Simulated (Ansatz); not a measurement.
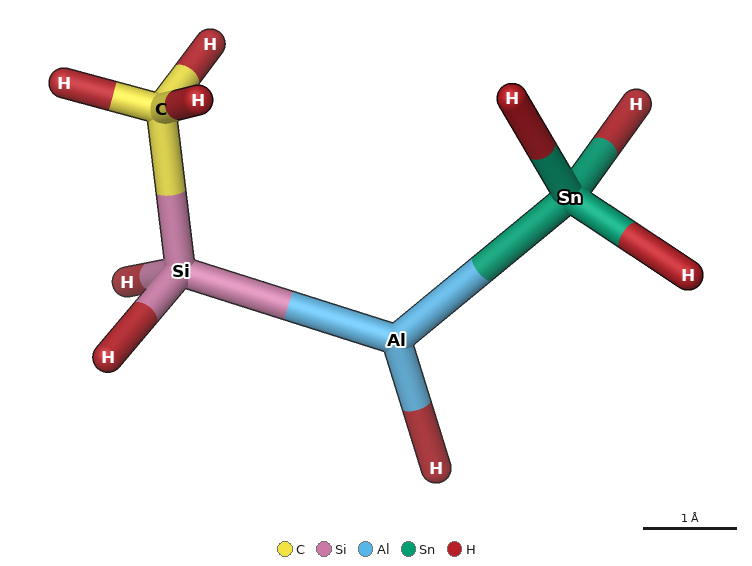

Rendered structure (stick style).

The geometry was computed by an optimisation with PBE0-D4/def2-TZVP. No frequency run is at hand to confirm it as a minimum.

Which formula does it have?

Answer. CH₉AlSiSn, 13 atoms: 1 carbon, 9 hydrogen, 1 aluminium, 1 silicon and 1 tin.

What is the point group of this geometry?

Answer. C1.

Write the SMILES.

Answer. C[SiH2][AlH][SnH3]

Name functional groups in it.

Answer. Among them: Si–H bond.

Count the bonded pairs by element.

Answer. 3 C–H, 3 Sn–H, 2 Si–H, 1 C–Si, 1 Al–Si, 1 Al–Sn, 1 Al–H.

More results for the same structure follow; atom numbers are the same in all pictures, views and colours differ.

## Shape

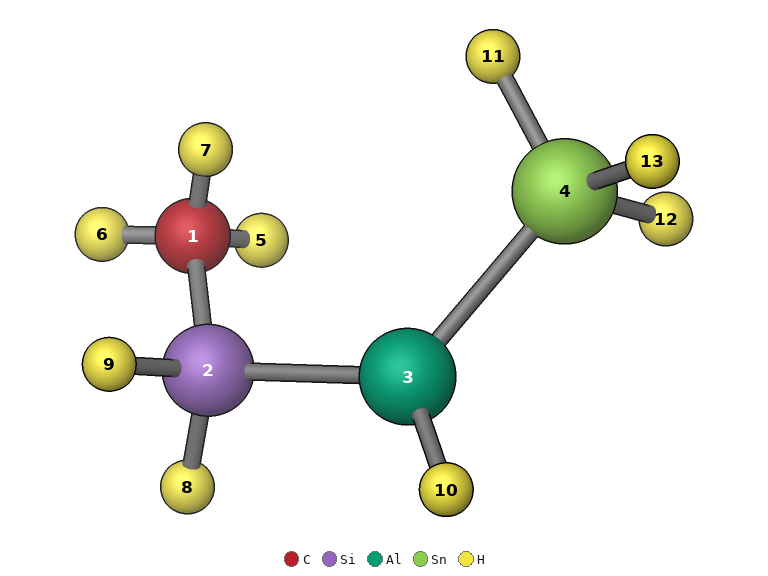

The atoms are numbered. No frequency run is at hand to confirm it as a minimum.

Give the bond lengths.

```
   bond  length (Å)
 C1–Si2       1.882
  C1–H5       1.092
  C1–H6       1.092
  C1–H7       1.092
Si2–Al3       2.458
 Si2–H8       1.495
 Si2–H9       1.496
Al3–Sn4       2.665
Al3–H10       1.592
Sn4–H11       1.714
Sn4–H12       1.715
Sn4–H13       1.712
```

## Levels of theory compared

No frequency run is at hand to confirm it as a minimum. Program: Ansatz 0.2.0.

Tabulate HOMO–LUMO gap (eV), HOMO energy (eV) at these levels: B3LYP-D4/def2-TZVPP; PBE-D4/def2-TZVPP; PBE0-D4/def2-TZVPP; r2SCAN-D4/def2-TZVPP; ωB97M-V/def2-TZVPP; ωB97X-V/def2-TZVPP.

| level | HOMO–LUMO gap (eV) | HOMO energy (eV) |
| --- | --- | --- |
| B3LYP-D4/def2-TZVPP | 4.20 | −6.78 |
| PBE-D4/def2-TZVPP | 2.87 | −6.00 |
| PBE0-D4/def2-TZVPP | 4.55 | −6.95 |
| r2SCAN-D4/def2-TZVPP | 3.26 | −6.21 |
| ωB97M-V/def2-TZVPP | 8.06 | −8.84 |
| ωB97X-V/def2-TZVPP | 8.53 | −9.06 |

## Dipole moment

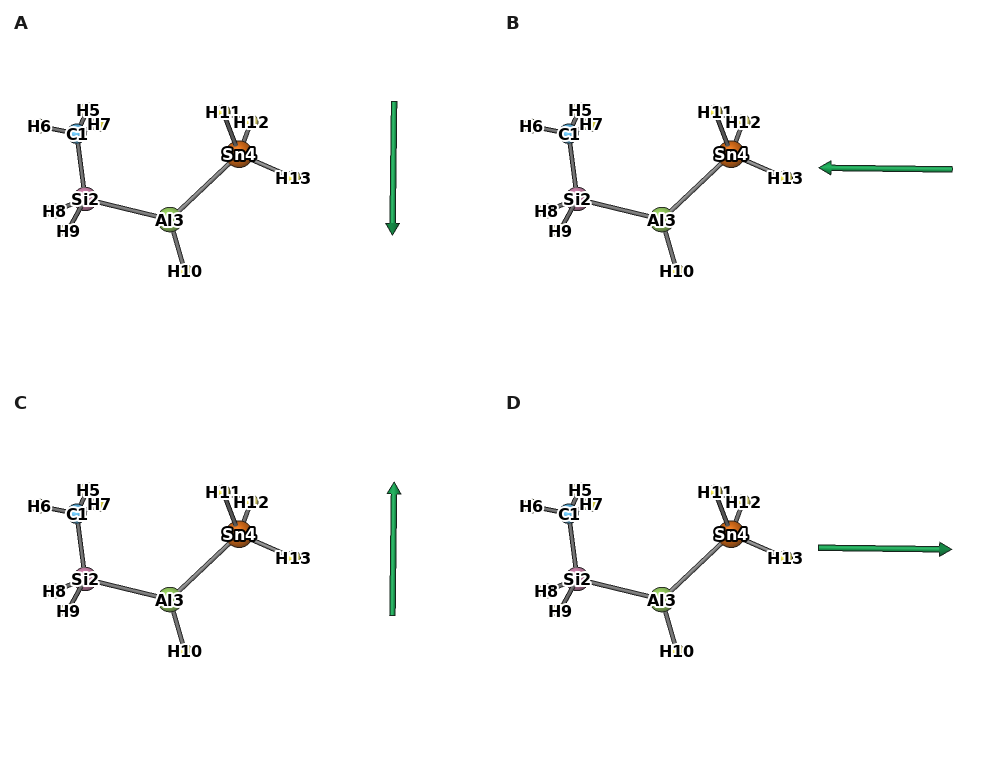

The same molecule four times, each with an arrow. No frequency run is at hand to confirm it as a minimum. Method: RKS ωB97M-V/def2-TZVPP, core potentials on Sn (Ansatz 0.2.0).

Which arrow points along the dipole moment, from the negative to the positive end?

Answer. B. The dipole moment is 0.93 D; it points from the side of H13 to the side of H6 (the outermost atoms at the two ends).

## Charges

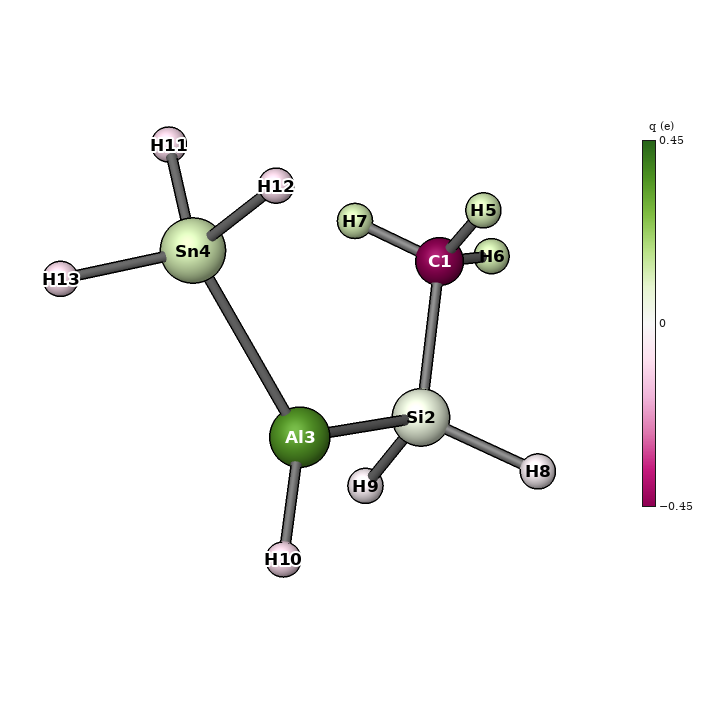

Atoms are coloured by their Mulliken charges. No frequency run is at hand to confirm it as a minimum. Level of theory: RKS ωB97M-V/def2-TZVPP, core potentials on Sn (Ansatz 0.2.0).

Give the Mulliken charges atom by atom.

| atom | value (e) |
| --- | --- |
| C1 | −0.45 |
| Si2 | 0.05 |
| Al3 | 0.35 |
| Sn4 | 0.12 |
| H5 | 0.12 |
| H6 | 0.13 |
| H7 | 0.12 |
| H8 | −0.03 |
| H9 | −0.03 |
| H10 | −0.10 |
| H11 | −0.10 |
| H12 | −0.10 |
| H13 | −0.09 |

Mulliken values depend strongly on the basis set and can even reverse the polarity of a bond.
